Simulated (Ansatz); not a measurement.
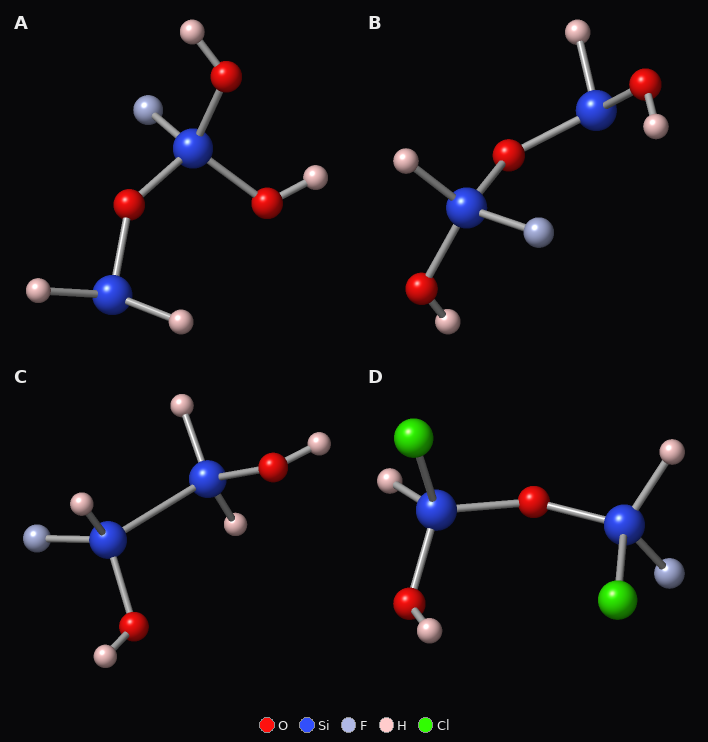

Figure made from data computed with Ansatz.

```xyz
10
charge 0, multiplicity 2
O     0.3616   -2.2996   -0.7224
Si    1.3538   -0.9941   -0.8095
O     0.7712    0.2578    0.0942
Si   -0.6353    0.8286    0.6626
O    -0.8017    2.4142    0.3836
F    -1.7839    0.0051   -0.0894
H    -0.5628   -2.1750   -0.9504
H     2.6436   -1.4321   -0.2057
H    -0.7909    0.6163    2.1045
H    -0.5555    2.7786   -0.4676
```

**Which picture belongs to the input above?**

B. The file holds FH4O3Si2, `O[SiH]O[Si@@H](O)F`.
